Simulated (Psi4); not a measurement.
**HfH2Cl2O2 (SMILES [OH][Hf]([OH])([Cl])[Cl]): a chain of runs**

Wanted: a geometry optimisation (PBE-D4/def2-SVP), then a geometry optimisation (PBE0-D4/def2-TZVP) of HfH2Cl2O2. 

Program for the calculation: Psi4 1.11.

### 1 The molecule

HfH2Cl2O2: 7 atoms, total charge 0, spin state singlet. As SMILES, `[OH][Hf]([OH])([Cl])[Cl]`. Geometry: a GFN2-xTB, rattled relaxation, a rough one for these elements and not checked as a minimum. This is one conformer, not always the lowest. The run starts from this shape.

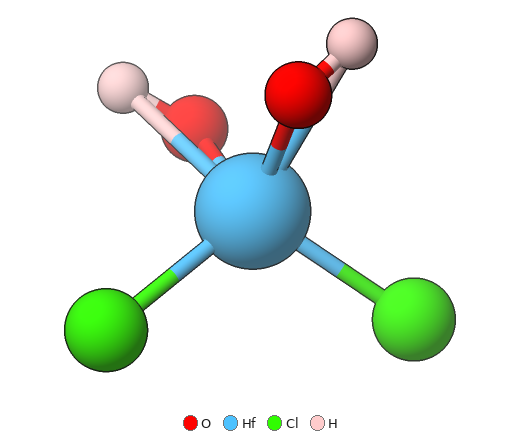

Viewed from a chosen angle; oxygen red, hafnium blue, chlorine green, hydrogen pink.

### 2 A structure relaxation at PBE-D4/def2-SVP (density fitting) (run 1)

input.inp

```
memory 3300 mb

molecule system {
  O     -1.103801     0.910029     0.755094
  Hf    -0.126791    -0.158751    -0.412080
  O      1.419033    -0.556608     0.546752
  Cl    -1.553843    -1.811416    -0.938075
  Cl     0.598310     0.783413    -2.336607
  H     -1.363056     0.601729     1.541934
  H      2.059801     0.124480     0.710886
  symmetry c1
}

set globals {
  basis def2-SVP
  scf_type df
  geom_maxiter 40
  max_force_g_convergence 0.0005
  opt_coordinates both
}

optimize('pbe-d4')
```

The run is started by

```bash
$ psi4 -i input.inp -o input.out -n 2
```

input.out:

```text
Psi4 1.11 release

gradient() will perform analytic gradient computation.

   => Loading Basis Set <=

    Name: DEF2-SVP
    Role: ORBITAL
    Keyword: BASIS

    !!!  WARNING: ECP capability is in beta. Please check occupations closely.  !!!

   => PBE-D4(BJ,EEQ)ATM: Empirical Dispersion <=

        a1 =       0.385750
        a2 =       4.806885
       alp =      16.000000
        s6 =       1.000000
        s8 =       0.959481
        s9 =       1.000000
        ga =       3.000000
        gc =       2.000000
        wf =       6.000000

         ---------------------------------------------------------
                                   SCF
                              RKS Reference
                        2 Threads,   3147 MiB Core
         ---------------------------------------------------------

  ==> Geometry <==

    Molecular point group: c1
    Full point group: C1

[... 156 lines left out ...]
   @DF-RKS iter   3: -1119.32634405378599   -4.76989e+00   4.04036e-03 ADIIS/DIIS
[... 6 lines left out ...]
   @DF-RKS iter  10: -1119.41626332027749   -1.13809e-07   1.56974e-06 DIIS
[... 39 lines left out ...]
    Nuclear Repulsion Energy =            315.1690934157340962
[... 20 lines left out ...]
 Dipole X            :          6.3484443           -5.9820962            0.3663480
[... 196 lines left out ...]
   @DF-RKS iter   1: -1119.45804389370846   -2.27374e-13   1.15990e-09 DIIS
[... 39 lines left out ...]
    DFT Exchange-Correlation Energy =     -79.9053829739556107
[... 45 lines left out ...]
    Weights Tolerance      =       1.00E-15
[... 33 lines left out ...]
	 - Coordinate -           - BOHR/RAD -       - ANG/DEG -
	 R(1,2)           =         3.625076           1.918307
	 R(1,6)           =         1.832826           0.969890
	 R(2,3)           =         3.620501           1.915887
[... 76 lines of this table left out ...]
	 l(2,3,7)         =         3.141593         180.000000

ValueError: operands could not be broadcast together with shapes (84,) (80,)

Printing out the relevant lines from the Psithon --> Python processed input file:
    core.set_global_option("BASIS", "def2-SVP")
    core.set_global_option("SCF_TYPE", "df")
    core.set_global_option("GEOM_MAXITER", 40)
    core.set_global_option("MAX_FORCE_G_CONVERGENCE", 0.0005)
    core.set_global_option("OPT_COORDINATES", "both")
--> optimize('pbe-d4')

!--------------------------------------------------------------------!
!                                                                    !
!  operands could not be broadcast together with shapes (84,) (80,)  !
!                                                                    !
!--------------------------------------------------------------------!

    Psi4 run time: 0:01:31.95

[set-up sections that repeat, and orbital energies of the middle runs, are left out above]
```

Run time: 94 s. Hardware: 2 threads of Intel Xeon Platinum 8259CL at 2.50GHz (Skylake/Cascade Lake), shared host; peak memory 0.77 GiB.

The program broke off before the end.

### 3 A geometry optimisation at PBE0-D4/def2-TZVP (density fitting) (run 2)

input.inp

```
memory 3300 MB

molecule system {
  O     -1.200206     0.953172     0.745614
  Hf    -0.131869    -0.148709    -0.405219
  O      1.505814    -0.608997     0.476114
  Cl    -1.247200    -2.187795    -0.911646
  Cl     0.321968     1.112830    -2.367933
  H     -1.661673     1.229447     1.552712
  H      2.366465    -0.519957     0.916546
  symmetry c1
}

set {
  basis                   def2-TZVP
  scf_type                df
  geom_maxiter            80
  max_force_g_convergence 0.0002
}

e = opt('pbe0-d4')
```

The run is started by

```bash
$ psi4 input.inp input.out -n 2
```

input.out:

```text
Psi4 1.11 release

gradient() will perform analytic gradient computation.

   => Loading Basis Set <=

    Name: DEF2-TZVP
    Role: ORBITAL
    Keyword: BASIS

    !!!  WARNING: ECP capability is in beta. Please check occupations closely.  !!!

   => PBE0-D4(BJ,EEQ)ATM: Empirical Dispersion <=

        a1 =       0.400856
        a2 =       5.029288
       alp =      16.000000
        s6 =       1.000000
        s8 =       1.200655
        s9 =       1.000000
        ga =       3.000000
        gc =       2.000000
        wf =       6.000000

         ---------------------------------------------------------
                                   SCF
                              RKS Reference
                        2 Threads,   3147 MiB Core
         ---------------------------------------------------------

  ==> Geometry <==

    Molecular point group: c1
    Full point group: C1

[... 99 lines left out ...]
    Weights Tolerance      =       1.00E-15
[... 62 lines left out ...]
   @DF-RKS iter   6: -1120.00416042323241   -5.80802e-04   3.71526e-05 DIIS
[... 7 lines left out ...]
  Energy and wave function converged.
[... 40 lines left out ...]
    VV10 Nonlocal Energy =                  0.0000000000000000
[... 122 lines left out ...]
	   Step    Total Energy     Delta E     Max Force     RMS Force      Max Disp      RMS Disp
[... 128 lines left out ...]
    Final Occupation by Irrep:
[... 15 lines left out ...]
    Total Energy =                      -1120.0059375611183441
[... 122 lines left out ...]
	  Convergence Criteria              o    2.00e-04 *             o             o             o
[... 29 lines left out ...]
PsiException: Could not converge geometry optimization in 80 iterations.

psi4.driver.p4util.exceptions.OptimizationConvergenceError: Could not converge geometry optimization in 80 iterations.

Printing out the relevant lines from the Psithon --> Python processed input file:
    core.IO.set_default_namespace("system")
    core.set_global_option("BASIS", "def2-TZVP")
    core.set_global_option("SCF_TYPE", "df")
    core.set_global_option("GEOM_MAXITER", 80)
    core.set_global_option("MAX_FORCE_G_CONVERGENCE", 0.0002)
--> e = opt('pbe0-d4')

!-------------------------------------------------------------!
!                                                             !
!  Could not converge geometry optimization in 80 iterations. !
!                                                             !
!-------------------------------------------------------------!

    Psi4 run time: 0:15:31.65

[set-up sections that repeat, and orbital energies of the middle runs, are left out above]
```

It took 16 min on 2 threads of Intel Xeon Platinum 8259CL at 2.50GHz (Skylake/Cascade Lake), shared host; peak memory 1.2 GiB.

No converged result was reached.

### 4 Results

```
                quantity                      value
  run 1, PBE-D4/def2-SVP        no result (stopped)
run 2, PBE0-D4/def2-TZVP  no result (not converged)
```

What this shows: 2 of the 2 runs did not end normally.
